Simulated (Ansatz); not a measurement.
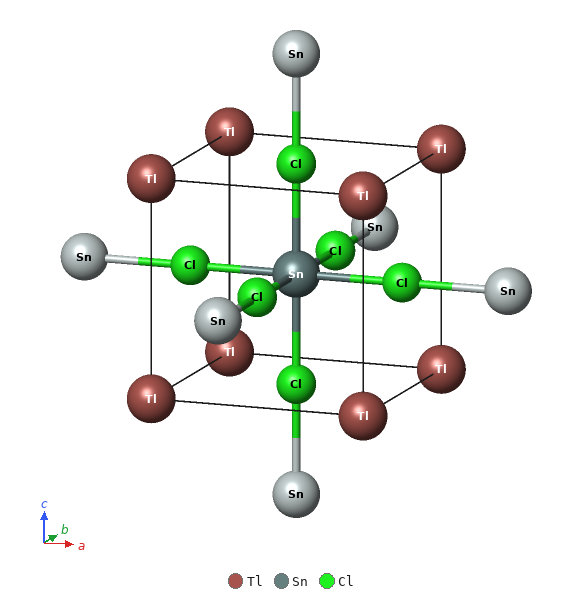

An orthographic ball-and-stick view of the structure, slightly off an axis. Lines trace the edges of the conventional unit cell. Neighbours across the faces are drawn wherever a bond reaches them, in fainter colours.

TlSnCl3, cubic perovskite, space group Pm-3m (No. 221), a = 5.517 Å, b = 5.517 Å, c = 5.517 Å, α = 90.00°, β = 90.00°, γ = 90.00°. It goes back to a structure type filled with these elements by a generator (whether the compound takes this form wasn't checked). Earlier steps of the study may have refined or changed the cell and positions. It was run through Ansatz as a DFT input.

This one geometry was computed with Ansatz (DFT, plane waves, PAW) at six levels of theory: PBE with spin-orbit coupling, PBE, HSE06, r2SCAN, dielectric-dependent PBE0 (fraction 1/eps_inf of PBE) and LDA. It was relaxed beforehand with r2SCAN.

Question: Which level gives the highest pressure at this volume, and what does that say about its equilibrium volume?

Answer: Highest: PBE with spin-orbit coupling (0.8 GPa), PBE (0.8 GPa), HSE06 (0.6 GPa) and dielectric-dependent PBE0 (fraction 1/eps_inf of PBE) (0.7 GPa), which points to the largest equilibrium volume. Lowest, with the smallest volume: LDA (-2.2 GPa). Levels within 0.5 GPa of each other can't be told apart.

Question: How does the band gap change with the level of theory?

Answer: PBE with spin-orbit coupling: a gap of 0.21 eV, indirect; LDA: a gap of 0.48 eV, indirect; PBE: a gap of 0.64 eV, indirect; r2SCAN: a gap of 0.73 eV, indirect; HSE06: a gap of 1.15 eV, indirect; dielectric-dependent PBE0 (fraction 1/eps_inf of PBE): a gap of 1.41 eV, indirect.

Question: Collect the results in a table.

Answer:
| level | cutoff (eV) | k-mesh of the run's cell | gap (eV) | pressure (GPa) |
| --- | --- | --- | --- | --- |
| PBE with spin-orbit coupling | 420 | 6×6×6 | 0.21 | 0.8 |
| PBE | 420 | 6×6×6 | 0.64 | 0.8 |
| HSE06 | 420 | 4×4×4 | 1.15 | 0.6 |
| r2SCAN | 500 | 6×6×6 | 0.73 | -0.1 |
| dielectric-dependent PBE0 (fraction 1/eps_inf of PBE) | 420 | 4×4×4 | 1.41 | 0.7 |
| LDA | 420 | 6×6×6 | 0.48 | -2.2 |

Gaps are taken on the k-mesh or band path of each run.
